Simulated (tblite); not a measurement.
Run report: C₅H₆Cl₂O₂Si, geometry relaxation (part 1 of 2)

System: C₅H₆Cl₂O₂Si.
Method: GFN2-xTB geometry optimisation, gas phase (tblite 0.8.0).

It belongs to a series of runs on one base structure; here: H on Si replaced by OCHO.

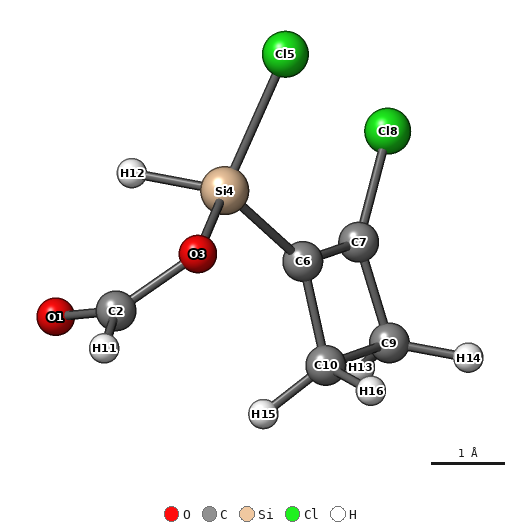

*The input geometry (ball-and-stick view, seen at a tilt; atoms are numbered from 1 in the order of the input).*

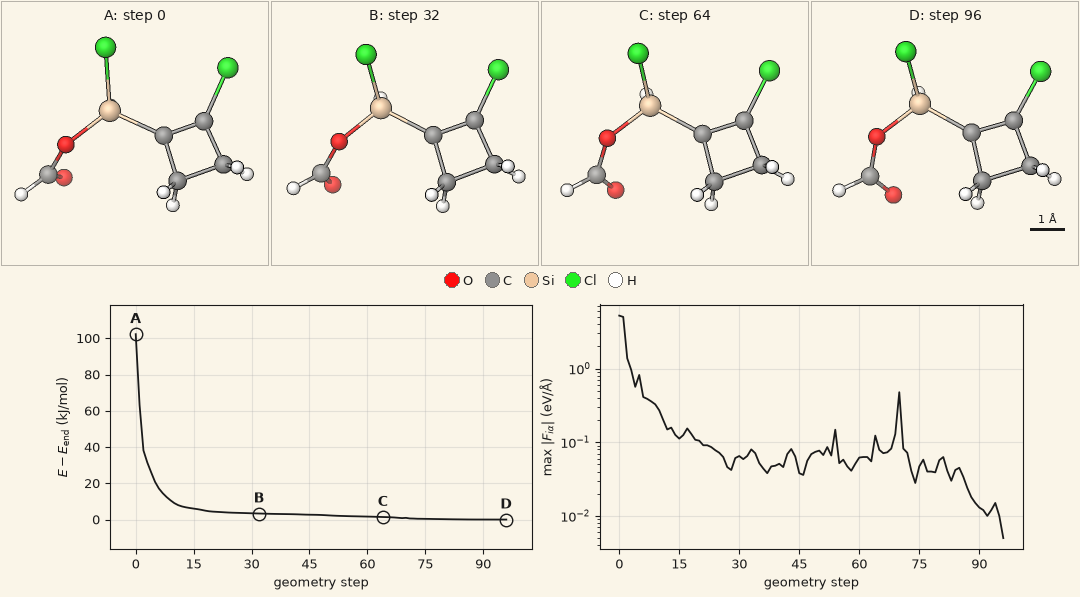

*Frames of the relaxation (ball-and-stick view, seen at a tilt) above the curves, on which the letters mark them (steps are counted from 0).*

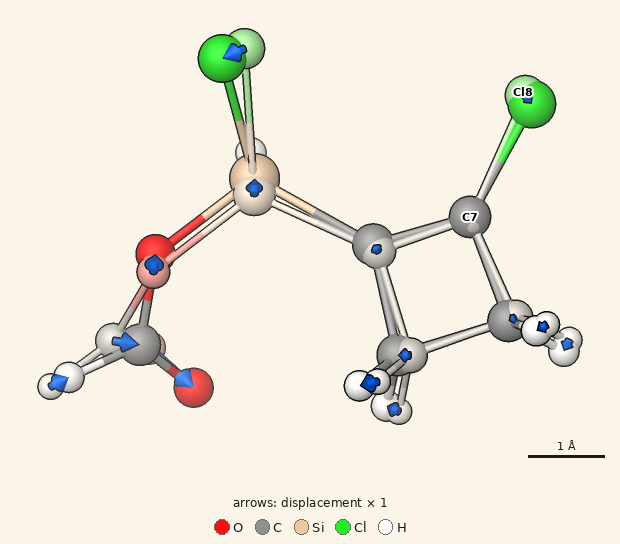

*Start (faint) and end (solid) with the displacements as blue arrows, at true length (ball-and-stick view, seen at a tilt). The two geometries are laid on each other by the best rigid fit.*

O1 moves most after the best rigid fit: 0.96 Å. By element the largest moves are O 0.96 Å, H 0.41 Å, C 0.38 Å, Cl 0.37 Å, Si 0.27 Å. Among the contacts that change: O1–C2 1.281 → 1.193 Å, C7–Cl8 1.781 → 1.697 Å, Si4–Cl5 2.075 → 1.996 Å, C2–O3 1.372 → 1.311 Å. Among the angles that change: O3–Si4–Cl5 114.0° → 100.7°, C6–Si4–H12 105.4° → 114.3°, O3–C2–H11 117.8° → 110.5°. After 96 geometry steps the energy has fallen by 102.3 kJ/mol. The largest force component goes from 5.2 to 0.005 eV/Å. (Atoms are counted from 1 in the order of the input.)

These pictures come from the run below.

Input file
```
{"job": {"kind": "relax", "xc": "GFN2-xTB", "basis": "xTB"}, "charge": 0, "multiplicity": 1}
O      3.081500    -1.049100    -0.091600
C      2.909200    -0.111900    -0.948400
O      2.048400     0.921900    -0.676400
Si     1.142100     0.992500     0.795000
Cl     0.945400     2.906400     1.572800
C     -0.523500     0.203300     0.635700
C     -1.645900     0.238900     1.291100
Cl    -2.141600     1.111100     2.762100
C     -2.371500    -0.695600     0.423200
C     -1.091300    -0.737200    -0.333800
H      3.435900    -0.091400    -1.883200
H      1.862500     0.193400     1.838000
H     -2.602200    -1.623800     0.994500
H     -3.240500    -0.265400    -0.120200
H     -0.597000    -1.723400    -0.392000
H     -1.219100    -0.260900    -1.343300
```

The first line tells a small driver script what to run in tblite; the rest is the geometry in Å.

Launched with:
```bash
OMP_NUM_THREADS=1 python <driver script> task.json out
```

The program's output
```
step      E/eV     max force
  0    -890.99463    5.870
  1    -891.40025    6.689
  2    -891.65925    1.792
  3    -891.72839    1.110
  4    -891.78461    0.654
  5    -891.83891    1.001
  6    -891.87704    0.494
  7    -891.90398    0.438
  8    -891.92589    0.394
  9    -891.94443    0.466
 10    -891.96071    0.329
 11    -891.97230    0.248
 12    -891.97970    0.176
 13    -891.98470    0.160
 14    -891.98858    0.145
 15    -891.99189    0.139
 16    -891.99514    0.133
 17    -891.99908    0.159
 18    -892.00362    0.175
 19    -892.00724    0.142
 20    -892.00928    0.107
 21    -892.01055    0.097
 22    -892.01178    0.095
 23    -892.01319    0.089
 24    -892.01446    0.085
 25    -892.01537    0.093
 26    -892.01603    0.076
 27    -892.01664    0.067
 28    -892.01729    0.062
 29    -892.01803    0.079
 30    -892.01877    0.073
 31    -892.01944    0.079
 32    -892.02005    0.073
 33    -892.02066    0.085
 34    -892.02130    0.078
 35    -892.02189    0.069
 36    -892.02236    0.057
 37    -892.02272    0.040
 38    -892.02305    0.051
 39    -892.02339    0.054
 40    -892.02375    0.061
 41    -892.02421    0.059
 42    -892.02484    0.084
 43    -892.02567    0.091
 44    -892.02643    0.066
 45    -892.02691    0.049
 46    -892.02723    0.042
 47    -892.02764    0.057
 48    -892.02836    0.082
 49    -892.02947    0.103
 50    -892.03078    0.105
 51    -892.03199    0.091
 52    -892.03297    0.105
 53    -892.03379    0.072
 54    -892.03439    0.175
 55    -892.03510    0.061
 56    -892.03566    0.058
 57    -892.03609    0.053
 58    -892.03658    0.048
 59    -892.03709    0.056
 60    -892.03757    0.065
 61    -892.03806    0.065
 62    -892.03870    0.073
 63    -892.03941    0.069
 64    -892.04007    0.158
 65    -892.04066    0.109
 66    -892.04148    0.090
 67    -892.04267    0.092
 68    -892.04453    0.107
 69    -892.04637    0.167
 70    -892.04486    0.487
 71    -892.04834    0.100
 72    -892.04893    0.082
 73    -892.05001    0.051
 74    -892.05024    0.036
 75    -892.05061    0.048
 76    -892.05089    0.061
 77    -892.05136    0.048
 78    -892.05171    0.051
 79    -892.05205    0.061
 80    -892.05239    0.065
 81    -892.05277    0.071
 82    -892.05312    0.048
 83    -892.05338    0.036
 84    -892.05360    0.043
 85    -892.05387    0.046
 86    -892.05413    0.035
 87    -892.05429    0.028
 88    -892.05437    0.022
 89    -892.05441    0.016
 90    -892.05444    0.015
 91    -892.05447    0.015
 92    -892.05450    0.015
 93    -892.05453    0.017
 94    -892.05456    0.022
 95    -892.05460    0.014
 96    -892.05462    0.007
```

Trajectory as extended XYZ (Å, eV, eV/Å), 14 of the 97 frames kept, from step=0 to step=96
```
16
Properties=species:S:1:pos:R:3:forces:R:3 step=0 energy=-890.99463
O     3.0815   -1.0491   -0.0916   -0.6220   3.8590  -3.9610
C     2.9092   -0.1119   -0.9484   -1.0680  -2.4410   5.2300
O     2.0484    0.9219   -0.6764    0.9170  -1.4850  -0.0170
Si    1.1421    0.9925    0.7950    1.1290   0.1360   0.8890
Cl    0.9454    2.9064    1.5728    0.2180  -0.8490  -0.7280
C    -0.5235    0.2033    0.6357    2.4920   0.9830  -0.5120
C    -1.6459    0.2389    1.2911   -2.0040   1.6770   2.9610
Cl   -2.1416    1.1111    2.7621    0.3060  -0.6510  -1.1080
C    -2.3715   -0.6956    0.4232   -2.1790  -0.8030   1.0620
C    -1.0913   -0.7372   -0.3338    0.6770  -0.9710  -3.1000
H     3.4359   -0.0914   -1.8832   -0.0120   0.3230  -0.3870
H     1.8625    0.1934    1.8380   -0.1280   0.5170  -0.4790
H    -2.6022   -1.6238    0.9945   -0.3130   0.4880  -0.7050
H    -3.2405   -0.2654   -0.1202    0.3920  -0.5490   0.5000
H    -0.5970   -1.7234   -0.3920   -0.1920   0.4960  -0.2010
H    -1.2191   -0.2609   -1.3433    0.3870  -0.7310   0.5570
16
Properties=species:S:1:pos:R:3:forces:R:3 step=7 energy=-891.90398
O     3.0845   -1.0439   -0.1448   -0.0460   0.0170  -0.0260
C     2.8667   -0.1114   -0.8555    0.0340  -0.1210  -0.0240
O     2.0446    0.8827   -0.5934    0.0850   0.0130  -0.0200
Si    1.1978    0.9677    0.8434   -0.1070  -0.1490   0.3000
Cl    1.0004    2.8430    1.4569    0.1460   0.3880  -0.1420
C    -0.4957    0.2576    0.6056   -0.3340  -0.2260  -0.0330
C    -1.6363    0.2894    1.3189   -0.0240  -0.1580  -0.0540
Cl   -2.1362    1.0897    2.7195    0.0210   0.1080   0.0990
C    -2.3873   -0.6890    0.4722    0.0460  -0.0730  -0.2860
C    -1.0935   -0.7319   -0.3775    0.0070  -0.0620  -0.1290
H     3.3470    0.0028   -1.8396   -0.0500   0.1860  -0.0780
H     1.9191    0.2251    1.8459    0.2210  -0.0890   0.2420
H    -2.6719   -1.6263    0.9470    0.1530   0.0270   0.1040
H    -3.2572   -0.3147   -0.0569   -0.1080   0.1990   0.0030
H    -0.6033   -1.6979   -0.4343    0.0730  -0.0860   0.1190
H    -1.1863   -0.3339   -1.3839   -0.1170   0.0260  -0.0730
16
Properties=species:S:1:pos:R:3:forces:R:3 step=15 energy=-891.99189
O     3.0833   -1.0669   -0.1908   -0.0300   0.0050  -0.0350
C     2.8465   -0.0982   -0.8461    0.0320  -0.0950  -0.0280
O     2.0337    0.8745   -0.5092    0.0740  -0.0040  -0.0900
Si    1.1924    0.9379    0.9355   -0.0030  -0.0450  -0.0250
Cl    1.0875    2.8894    1.3346    0.0290   0.0710  -0.0240
C    -0.5011    0.2263    0.6083   -0.0600  -0.0430   0.0040
C    -1.6490    0.2653    1.3038    0.0090   0.0060   0.0470
Cl   -2.1204    1.0899    2.7034   -0.0460   0.0390   0.0990
C    -2.4064   -0.6926    0.4415    0.0860   0.0010  -0.0430
C    -1.1041   -0.7446   -0.4005    0.0360  -0.0200   0.0160
H     3.3001    0.0819   -1.8357   -0.0340   0.0950  -0.0110
H     1.9823    0.2327    1.9301   -0.0760   0.0310   0.1120
H    -2.6549   -1.6296    0.9381   -0.0550   0.0420  -0.0500
H    -3.2892   -0.2860   -0.0507    0.0630  -0.0640  -0.0190
H    -0.6027   -1.7085   -0.4245   -0.0610  -0.0690  -0.0130
H    -1.2055   -0.3624   -1.4143    0.0340   0.0480   0.0570
16
Properties=species:S:1:pos:R:3:forces:R:3 step=22 energy=-892.01178
O     3.0745   -1.0914   -0.2424    0.0170  -0.0250  -0.0730
C     2.8449   -0.1013   -0.8656   -0.0100  -0.0160   0.0050
O     2.0442    0.8664   -0.4903    0.0090   0.0170  -0.0090
Si    1.1993    0.9381    0.9494   -0.0830  -0.0400   0.0100
Cl    1.1338    2.9076    1.2723   -0.0260   0.0400  -0.0010
C    -0.4922    0.2016    0.6400   -0.0320  -0.0470  -0.0310
C    -1.6511    0.2568    1.3182    0.0350  -0.0160  -0.0140
Cl   -2.1306    1.0878    2.7169   -0.0230  -0.0150  -0.0080
C    -2.4032   -0.6911    0.4375    0.0240  -0.0250  -0.0310
C    -1.0941   -0.7564   -0.3861    0.0250   0.0280   0.0220
H     3.2888    0.1285   -1.8501    0.0110  -0.0290   0.0070
H     1.9379    0.2681    2.0080   -0.0040   0.0160   0.0040
H    -2.6727   -1.6289    0.9179   -0.0440  -0.0030   0.0270
H    -3.2705   -0.2910   -0.0830    0.0060   0.0490   0.0290
H    -0.6330   -1.7423   -0.4287    0.0260   0.0910   0.0060
H    -1.1838   -0.3435   -1.3902    0.0680  -0.0250   0.0570
16
Properties=species:S:1:pos:R:3:forces:R:3 step=30 energy=-892.01877
O     3.0679   -1.1262   -0.3000   -0.0380  -0.0180   0.0180
C     2.8406   -0.1110   -0.8813    0.0060  -0.0070  -0.0110
O     2.0525    0.8540   -0.4712    0.0100  -0.0150  -0.0050
Si    1.1924    0.9428    0.9576    0.0070  -0.0070   0.0160
Cl    1.1261    2.9208    1.2382   -0.0340   0.0040  -0.0040
C    -0.4903    0.1896    0.6601    0.0040   0.0310  -0.0190
C    -1.6531    0.2429    1.3299    0.0370  -0.0040  -0.0030
Cl   -2.1532    1.0729    2.7209   -0.0110  -0.0070   0.0190
C    -2.4003   -0.6922    0.4338   -0.0060  -0.0140  -0.0150
C    -1.0808   -0.7607   -0.3754    0.0330   0.0410   0.0280
H     3.2848    0.1451   -1.8589   -0.0050   0.0170  -0.0230
H     1.9159    0.2966    2.0403    0.0330   0.0010   0.0040
H    -2.7031   -1.6237    0.9049    0.0140  -0.0560   0.0080
H    -3.2563   -0.2638   -0.0810   -0.0040   0.0330  -0.0650
H    -0.6063   -1.7396   -0.4174   -0.0450   0.0370   0.0190
H    -1.1444   -0.3386   -1.3770   -0.0010  -0.0360   0.0320
```
